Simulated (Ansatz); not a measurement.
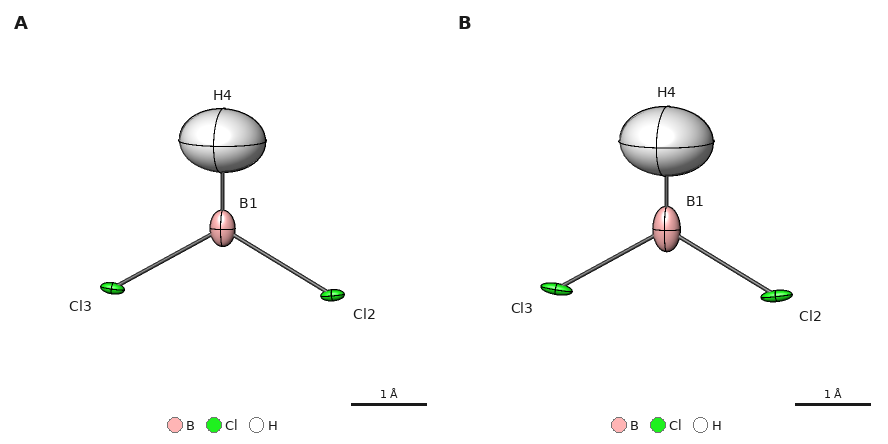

Displacement ellipsoids at the 50 % level, scaled by 3, from the internal vibrations of the free molecule (harmonic, no overall translation or rotation; no half-axis is drawn under 0.075 Å). Vibrations computed with RKS PBE0-D4/def2-TZVP (Ansatz 0.2.0). One panel is for 298 K, the other for 600 K.

Which panel is for 600 K?

B.

How much does the mean-square displacement of Cl3 grow, and why?

U_eq goes from 0.00043 to 0.00075 Å², a factor of 1.7. Modes below kT (417 cm⁻¹ at 600 K) grow about in proportion to T, and the lowest lies at 290 cm⁻¹; the mean-square amplitude of a mode is its zero-point value times coth(ħω/2kT), which comes close to 1 only above about 3kT.
